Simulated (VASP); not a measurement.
Band structure of CsSnI3 (relaxed from the 2H-BaNiO3 structure, space group P6_3/mmc). Level of theory: r2SCAN meta-GGA, VASP's PBE PAW potentials (set 64) (plane waves; VASP).

Unless said otherwise, spin-orbit coupling is left out, though it shifts the bands of the heavy elements here.

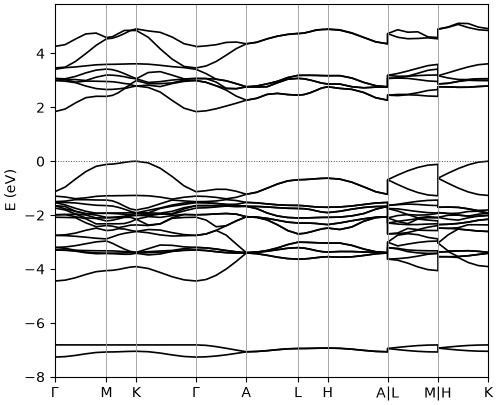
*Bands along high-symmetry lines, zero at the valence-band maximum or, without a gap, the Fermi level*

Problem. Read the plot: is there a gap, and where are the band edges?

Solution. The gap is indirect, 1.84 eV, from the valence maximum at K to the conduction minimum at Γ.

The structure was generated: CsSnI3 was put into the 2H-BaNiO3 type (P6_3/mmc), which need not be its known phase. It was relaxed first, which changed the volume by -10 %.
